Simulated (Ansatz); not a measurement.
## Electronic structure of C$_{2}$H$_{5}$ClO$_{2}$Si (SMILES OC=C(Cl)[SiH2]O) in real space

```xyz
11

O    -1.0681    0.2019    2.5324
C    -0.4808   -0.3186    1.4418
C    -0.0175    0.3327    0.3589
Cl   -0.2138    2.1097    0.3297
Si    0.7893   -0.4672   -1.1108
O    -0.1491   -0.4345   -2.4843
H    -1.1247    1.1698    2.4212
H    -0.3940   -1.3994    1.5058
H     2.0933    0.2090   -1.3455
H     0.9664   -1.8983   -0.7706
H    -0.3357    0.4380   -2.8581
```

Level of theory: RKS B3LYP-D4/6-31G* (Ansatz 0.2.0).

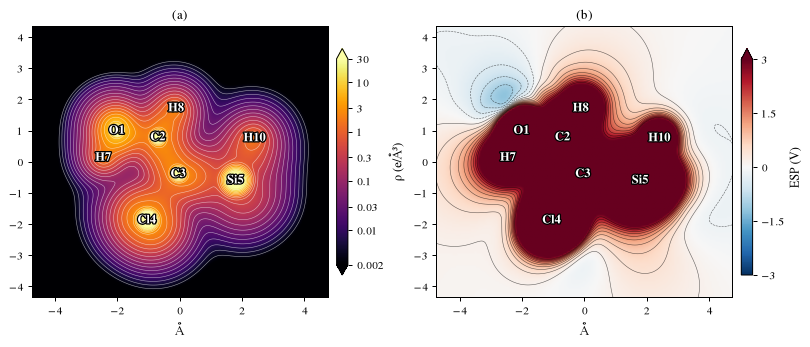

Figure 1. (a) total electron density; (b) electrostatic potential on the plane of atoms O1, C2 and C3.

What do the fields say about this system?

Answer. The section cuts through O, C, Cl, Si and H sites. C–O (1.34 Å): the density is about 2.4 e/Å³ at the midpoint. C–C (1.35 Å): the density is about 2.3 e/Å³ at the midpoint. C–Cl (1.79 Å): ρ is about 1.3 e/Å³ halfway. C–Si (1.86 Å): the density is about 0.98 e/Å³ at the midpoint. O–H (0.98 Å): the density is about 3.6 e/Å³ at the midpoint. Outside the dense part of the molecule the potential is most negative (−1.2 V) near O1.

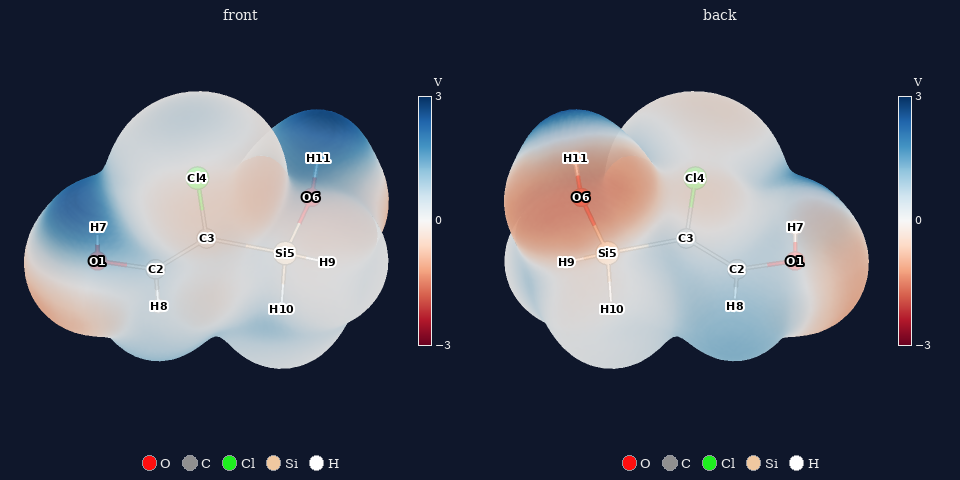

Figure 2. The molecular electrostatic potential painted on the density surface at 0.002 e/bohr³, seen from the front and from behind; the colour scale runs from red (negative) to blue (positive).

Describe the electrostatic potential map.

Answer. The most negative region (about −1.5 V) lies over O6, the most positive (about +2.6 V) over H11. O6 is the likeliest acceptor of a hydrogen bond.

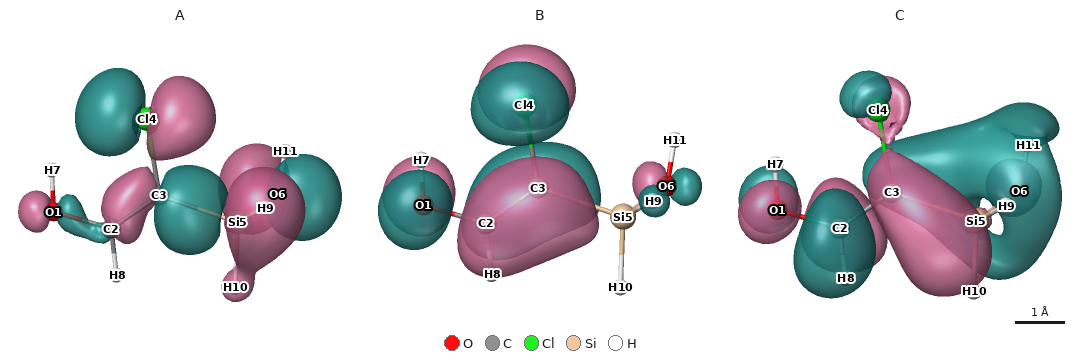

Figure 3. Three frontier orbitals at ±0.08 Å⁻³ᐟ² (teal and pink are the two phases), in no order.

Which picture is the HOMO−1, the HOMO and the LUMO?

Answer. A is the HOMO−1 (−8.29 eV). Its weight (Hirshfeld) is mainly on O6 (about 35 %), Cl4 (about 20 %), C3 (about 15 %), Si5 (about 15 %) and H9 (about 5 %). B is the HOMO (−6.65 eV). By Hirshfeld shares it lies mainly on C3 (about 30 %), C2 (about 20 %), Cl4 (about 20 %) and O1 (about 20 %). C is the LUMO (−0.32 eV). By Hirshfeld shares it lies mainly on C2 (about 30 %), Si5 (about 20 %), C3 (about 20 %), O1 (about 10 %) and O6 (about 5 %).

What is the HOMO–LUMO gap?

Answer. 6.33 eV between the orbital energies.

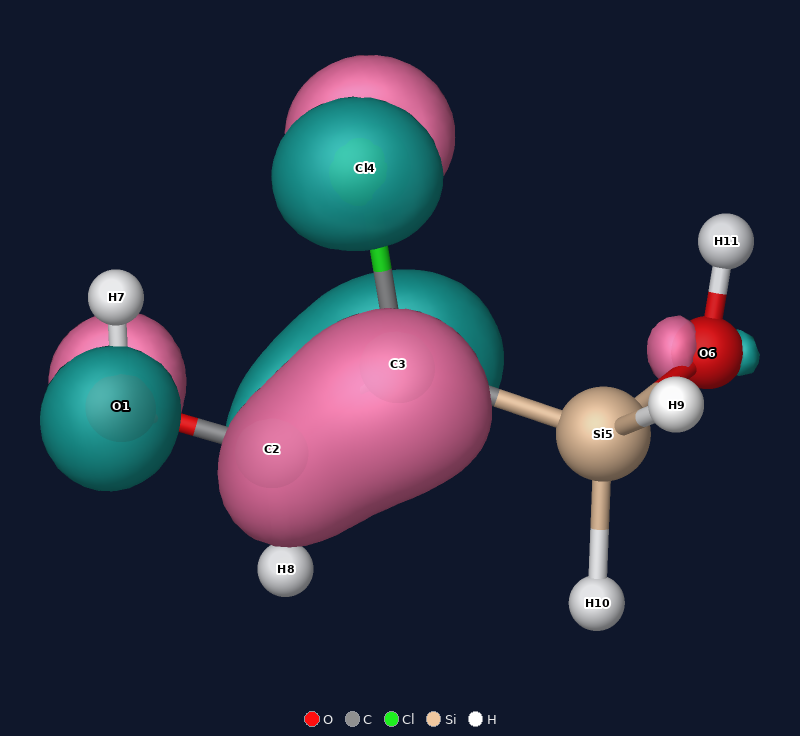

Figure 4. One frontier orbital at ±0.15 Å⁻³ᐟ² (teal and pink are the two phases), seen across its widest extent.

Which orbital is it: HOMO or LUMO?

Answer. The HOMO, at −6.65 eV. It lies mainly on C3 (about 30 %), C2 (about 20 %), Cl4 (about 20 %) and O1 (about 20 %).
